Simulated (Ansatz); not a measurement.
# Al₃GaN₄: a line through an energy map, part 2 of 2

Aim: follow the energy of Al3GaN4 (P-43m, No. 215; 8 atoms in the cell) along one coordinate, volume per atom, with the other held at c/a of the conventional cell = 1.129.

Ansatz 0.2.0; DFT PBEsol, scalar-relativistic, plane waves, PAW.

## Step 7: Grid point (10.70 Å³, 1.129)

input.yaml

```yaml
crystal:
  lattice:
    - [4.2324328358, 0.0, 0.0]
    - [0.0, 4.2324328358, 0.0]
    - [0.0, 0.0, 4.7784166716]
  atoms:
    - { symbol: Al, position: [0.5, 0.5, 0.0] }
    - { symbol: Al, position: [0.5, 0.0, 0.5] }
    - { symbol: Al, position: [0.0, 0.5, 0.5] }
    - { symbol: Ga, position: [0.0, 0.0, 0.0] }
    - { symbol: "N", position: [0.7447140287, 0.7447140287, 0.2552859713] }
    - { symbol: "N", position: [0.7447140287, 0.2552859713, 0.7447140287] }
    - { symbol: "N", position: [0.2552859713, 0.7447140287, 0.7447140287] }
    - { symbol: "N", position: [0.2552859713, 0.2552859713, 0.2552859713] }
basis:
  ecutwfc: 520.0
kpoints:
  mp_grid: { grid: [6, 6, 6] }
hamiltonian:
  xc: pbesol
scf:
  occupations: { method: gaussian, width: 0.05 }
output:
  forces: true
  stress: true
  eigenvalues: true
```

Run with:

```console
> ansatz run input.yaml --threads 2 --pin off --max-ram 4096MiB --backend cpu --events-out ev --progress --plain --runs-dir out
```

The log of the run, shortened:

```text
[...]
SCF converged after 7 iterations
Free energy (F): -6840.169599 eV
[...]
E sigma→0 (E₀):  -6840.169599 eV
Fermi energy:    9.274043 eV
[...]
--- Forces (eV/Å), atoms counted from 1 ---
  atom   1  Al    -0.00000000     0.00000000     0.00000000
  atom   2  Al    -0.00000000     0.00000000     0.00000000
  atom   3  Al    -0.00000000     0.00000000     0.00000000
  atom   4  Ga    -0.00000000     0.00000000     0.00000000
  atom   5  N     -0.04216956    -0.04216956    -0.09628091
  atom   6  N     -0.04216956     0.04216956     0.09628091
  atom   7  N      0.04216956    -0.04216956     0.09628091
  atom   8  N      0.04216956     0.04216956    -0.09628091
[...]
--- Stress (GPa, compression-positive) ---
        6.299082       0.000000       0.000000
        0.000000       6.299082      -0.000000
        0.000000      -0.000000     -15.558682
  P = ⅓ Tr σ = -0.9868 GPa (-9.868 kbar)
--- Band table (eV; the first three rows and the last of 40) ---
  k-point 0: bands = ["-7.6061", "-5.9888", "-5.8811", "-5.8811", "-5.2375", "-5.1847", "-4.4874", "-3.9904", "-3.9904", "1.3753", "2.6913", "3.0449", "5.2466", "5.2466", "5.2791", "5.3178", "6.2405", "6.2405", "7.1295", "7.7764", "7.7764", "10.7190", "10.7190", "10.8732", "11.3937", [...]
[...]
```

Wall time 11 s (2 threads of Arm Neoverse N1, shared host); peak memory 0.39 GiB.

That is 53 meV/atom from the zero.

## Step 8: Variant: preconditioner kerker

Edit input.yaml of step 7 so:

```diff
@@ -22,5 +22,6 @@
   occupations: { method: gaussian, width: 0.05 }
+  mixing: { preconditioner: kerker }
 output:
   forces: true
+  eigenvalues: true
   stress: true
-  eigenvalues: true
```

Run with:

```console
> ansatz run input.yaml --threads 2 --pin off --max-ram 4096MiB --backend cpu --events-out ev --progress --plain --runs-dir out
```

The log of the run, shortened:

```text
Warning: RAYON_NUM_THREADS=2 ignored (pool sized by the plan → 2); use --threads N
[...]
[... 5 set-up lines as earlier in the session ...]
[...]
Crystal: 8 atoms, lattice volume = 85.598 Å³
Basis set: ecut = 520 eV, 2289 PW (Γ), exchange–correlation on 64×64×72 points (8 copies of the dense FFT grid, shifted against one another)
Bands: 29, of which v1, the nominal top of the filled ones, is band 21 counted from 1 (20 counted from 0)
[... 1 set-up line as earlier in the session ...]
Space group: P-42m (ITA 111), of the structure as read, at distance tolerance 4.4e-5 Å
k-points: 40 of 216 (time reversal used)
[...]
SCF converged after 7 iterations
Free energy (F): -6840.169599 eV
[...]
E sigma→0 (E₀):  -6840.169599 eV
Fermi energy:    9.274013 eV
[...]
--- Forces (eV/Å), atoms counted from 1 ---
  atom   1  Al    -0.00000000     0.00000000     0.00000000
  atom   2  Al    -0.00000000     0.00000000     0.00000000
  atom   3  Al    -0.00000000     0.00000000     0.00000000
  atom   4  Ga    -0.00000000     0.00000000     0.00000000
  atom   5  N     -0.04213790    -0.04213790    -0.09636286
  atom   6  N     -0.04213790     0.04213790     0.09636286
  atom   7  N      0.04213790    -0.04213790     0.09636286
  atom   8  N      0.04213790     0.04213790    -0.09636286
[...]
--- Stress (GPa, compression-positive) ---
        6.299021       0.000000       0.000000
        0.000000       6.299021      -0.000000
        0.000000      -0.000000     -15.558785
  P = ⅓ Tr σ = -0.9869 GPa (-9.869 kbar)
--- Band table (eV; the first three rows and the last of 40) ---
[... band rows left out ...]
[...]
```

It took 11 s on 2 threads of Arm Neoverse N1, shared host; peak memory 0.38 GiB.

| run | ending | energy change | pressure (GPa) | gap (eV) | force (eV/Å) | cycles | time |
| --- | --- | --- | --- | --- | --- | --- | --- |
| step 7 | converged | 0 | -1.0 | 2.89 | 0.11 | 7 | 11 s |
| variant | converged | 0.0 meV/atom | -1.0 | 2.89 | 0.11 | 7 | 11 s |

Energy and cycle count are those of the reference, so the change (mixing) left the result and the number of cycles as they were.

## Step 9: Point (11.27 Å³, 1.129)

Edit input.yaml of step 7 so:

```diff
@@ -2,5 +2,5 @@
   lattice:
-    - [4.2324328358, 0.0, 0.0]
-    - [0.0, 4.2324328358, 0.0]
-    - [0.0, 0.0, 4.7784166716]
+    - [4.3063235187, 0.0, 0.0]
+    - [0.0, 4.3063235187, 0.0]
+    - [0.0, 0.0, 4.8618392526]
   atoms:
@@ -26 +26,5 @@
   eigenvalues: true
+  write_density: true
+  write_potential: true
+  elf: true
+  volumetric_format: npy
```

Run with:

```console
> ansatz run input.yaml --threads 2 --pin off --max-ram 4096MiB --backend cpu --events-out ev --progress --plain --runs-dir out
```

The log of the run, shortened:

```text
[...]
SCF converged after 7 iterations
Free energy (F): -6840.006589 eV
[...]
E sigma→0 (E₀):  -6840.006589 eV
Fermi energy:    8.549783 eV
[...]
--- Forces (eV/Å), atoms counted from 1 ---
  atom   1  Al    -0.00000000     0.00000000     0.00000000
  atom   2  Al    -0.00000000     0.00000000     0.00000000
  atom   3  Al    -0.00000000     0.00000000     0.00000000
  atom   4  Ga    -0.00000000     0.00000000     0.00000000
  atom   5  N     -0.03661079    -0.03661079    -0.08431111
  atom   6  N     -0.03661079     0.03661079     0.08431111
  atom   7  N      0.03661079    -0.03661079     0.08431111
  atom   8  N      0.03661079     0.03661079    -0.08431111
[...]
--- Stress (GPa, compression-positive) ---
       -2.796801       0.000000       0.000000
        0.000000      -2.796801      -0.000000
        0.000000      -0.000000     -24.574799
  P = ⅓ Tr σ = -10.0561 GPa (-100.561 kbar)
--- Band table (eV; the first three rows and the last of 40) ---
  k-point 0: bands = ["-7.8673", "-6.4849", "-6.4043", "-6.4043", "-5.8712", "-5.8157", "-5.0576", "-4.5806", "-4.5806", "0.9827", "2.2512", "2.5927", "4.7450", "4.7450", "4.7979", "4.8251", "5.7051", "5.7051", "6.5489", "7.1834", "7.1834", "9.8704", "10.1007", "10.1007", "10.7352", [...]
[...]
```

It took 18 s on 2 threads of Arm Neoverse N1, shared host; peak memory 0.42 GiB.

Energy on the map's scale: 73 meV/atom.

## Step 10: Point (11.84 Å³, 1.129)

Edit input.yaml of step 9 so:

```diff
@@ -2,5 +2,5 @@
   lattice:
-    - [4.3063235187, 0.0, 0.0]
-    - [0.0, 4.3063235187, 0.0]
-    - [0.0, 0.0, 4.8618392526]
+    - [4.3778560312, 0.0, 0.0]
+    - [0.0, 4.3778560312, 0.0]
+    - [0.0, 0.0, 4.9425994592]
   atoms:
@@ -26,5 +26 @@
   eigenvalues: true
-  write_density: true
-  write_potential: true
-  elf: true
-  volumetric_format: npy
```

Run with:

```console
> ansatz run input.yaml --threads 2 --pin off --max-ram 4096MiB --backend cpu --events-out ev --progress --plain --runs-dir out
```

The log of the run, shortened:

```text
Warning: RAYON_NUM_THREADS=2 ignored (pool sized by the plan → 2); use --threads N
[...]
[... 5 set-up lines as earlier in the session ...]
[...]
Crystal: 8 atoms, lattice volume = 94.728 Å³
Basis set: ecut = 520 eV, 2575 PW (Γ), exchange–correlation on 72×72×80 points (8 copies of the dense FFT grid, shifted against one another)
Bands: 29, of which v1, the nominal top of the filled ones, is band 21 counted from 1 (20 counted from 0)
[... 1 set-up line as earlier in the session ...]
Space group: P-42m (ITA 111), of the structure as read, at distance tolerance 4.6e-5 Å
k-points: 40 of 216 (time reversal used)
[...]
SCF converged after 7 iterations
Free energy (F): -6839.616646 eV
[...]
E sigma→0 (E₀):  -6839.616646 eV
Fermi energy:    7.818520 eV
[...]
--- Forces (eV/Å), atoms counted from 1 ---
  atom   1  Al    -0.00000000     0.00000000     0.00000000
  atom   2  Al    -0.00000000     0.00000000     0.00000000
  atom   3  Al    -0.00000000     0.00000000     0.00000000
  atom   4  Ga    -0.00000000     0.00000000     0.00000000
  atom   5  N     -0.03590127    -0.03590127    -0.06915050
  atom   6  N     -0.03590127     0.03590127     0.06915050
  atom   7  N      0.03590127    -0.03590127     0.06915050
  atom   8  N      0.03590127     0.03590127    -0.06915050
[...]
--- Stress (GPa, compression-positive) ---
       -9.809475       0.000000       0.000000
        0.000000      -9.809475      -0.000000
        0.000000      -0.000000     -31.327883
  P = ⅓ Tr σ = -16.9823 GPa (-169.823 kbar)
--- Band table (eV; the first three rows and the last of 40) ---
[... band rows left out ...]
[...]
```

Wall time 13 s (2 threads of Arm Neoverse N1, shared host); peak memory 0.41 GiB.

That is 122 meV/atom from the zero.

## Step 11: The run at (12.41 Å³, 1.129)

Edit input.yaml of step 10 so:

```diff
@@ -2,5 +2,5 @@
   lattice:
-    - [4.3778560312, 0.0, 0.0]
-    - [0.0, 4.3778560312, 0.0]
-    - [0.0, 0.0, 4.9425994592]
+    - [4.4471243228, 0.0, 0.0]
+    - [0.0, 4.4471243228, 0.0]
+    - [0.0, 0.0, 5.0208033605]
   atoms:
```

Run with:

```console
> ansatz run input.yaml --threads 2 --pin off --max-ram 4096MiB --backend cpu --events-out ev --progress --plain --runs-dir out
```

The log of the run, shortened:

```text
Warning: RAYON_NUM_THREADS=2 ignored (pool sized by the plan → 2); use --threads N
[...]
[... 5 set-up lines as earlier in the session ...]
[...]
Crystal: 8 atoms, lattice volume = 99.296 Å³
Basis set: ecut = 520 eV, 2703 PW (Γ), exchange–correlation on 72×72×80 points (8 copies of the dense FFT grid, shifted against one another)
Bands: 29, of which v1, the nominal top of the filled ones, is band 21 counted from 1 (20 counted from 0)
[... 2 set-up lines as earlier in the session ...]
k-points: 40 of 216 (time reversal used)
[...]
SCF converged after 7 iterations
Free energy (F): -6839.054053 eV
[...]
E sigma→0 (E₀):  -6839.054053 eV
Fermi energy:    7.149514 eV
[...]
--- Forces (eV/Å), atoms counted from 1 ---
  atom   1  Al    -0.00000000     0.00000000     0.00000000
  atom   2  Al    -0.00000000     0.00000000     0.00000000
  atom   3  Al    -0.00000000     0.00000000     0.00000000
  atom   4  Ga    -0.00000000     0.00000000     0.00000000
  atom   5  N     -0.03854005    -0.03854005    -0.05209834
  atom   6  N     -0.03854005     0.03854005     0.05209834
  atom   7  N      0.03854005    -0.03854005     0.05209834
  atom   8  N      0.03854005     0.03854005    -0.05209834
[...]
--- Stress (GPa, compression-positive) ---
      -15.194381       0.000000       0.000000
        0.000000     -15.194381      -0.000000
        0.000000      -0.000000     -36.322897
  P = ⅓ Tr σ = -22.2372 GPa (-222.372 kbar)
--- Band table (eV; the first three rows and the last of 40) ---
[... band rows left out ...]
[...]
```

Run time: 13 s. Hardware: 2 threads of Arm Neoverse N1, shared host; peak memory 0.41 GiB.

Energy on the map's scale: 193 meV/atom.

## Step 12: The line in numbers

The summary covers parts 1 to 2.

| volume per atom (Å³) | step | energy (meV/atom) | slope (meV/atom per Å³) | pressure (GPa) | band gap on the k-mesh (eV) | largest force on an atom (eV/Å) |
| --- | --- | --- | --- | --- | --- | --- |
| 8.99 | 3 | 264 | −293 | 47 | 2.92 | 0.184 |
| 9.56 | 4 | 135 | −165 | 26 | 2.92 | 0.150 |
| 10.13 | 5 | 70 | −68 | 11 | 2.91 | 0.129 |
| 10.70 | 7 | 53 | 6 | −1 | 2.89 | 0.113 |
| 11.27 | 9 | 73 | 63 | −10 | 2.64 | 0.099 |
| 11.84 | 10 | 122 | 106 | −17 | 2.27 | 0.086 |
| 12.41 | 11 | 193 | 139 | −22 | 1.93 | 0.075 |

Energies count from the relaxed crystal. Slopes come from the forces (and the stress, where the cell changes), not from differences of energies.

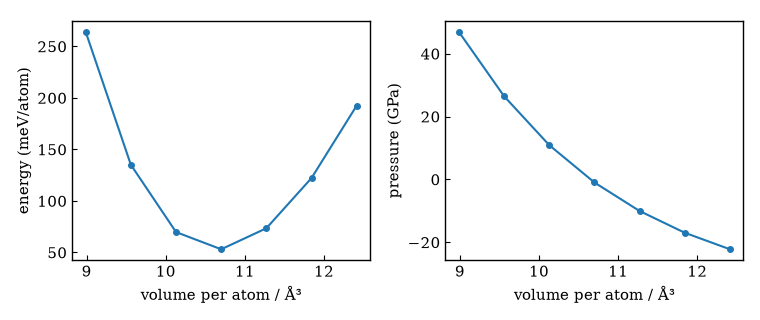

Energy and pressure along the line.

```csv
run,outcome
"step 6, run with mp_grid.grid [5, 5, 5], accuracy low (against step 5)",0.0 meV/atom
"step 8, run with preconditioner kerker (against step 7)",0.0 meV/atom
```

**Reading.** Along the line the energy is lowest at 10.70 Å³, 53 meV/atom from the zero. A fit to energies and slopes at the lowest point and its two neighbours puts the minimum at 10.645 Å³, with a curvature of about 120 meV/atom per (Å³)². V·d²E/dV² there is about 200 GPa, a bulk modulus under this line's constraint. The highest point computed, at 8.99 Å³, lies 211 meV/atom above the lowest. This is one cut through a surface in two coordinates; the map's lowest point lies off it. With the other coordinates free, the energies away from the reference would be the same or lower.

The gaps are Kohn-Sham values of a semilocal functional, not quasiparticle or optical gaps. Such gaps usually fall short of the measured ones.
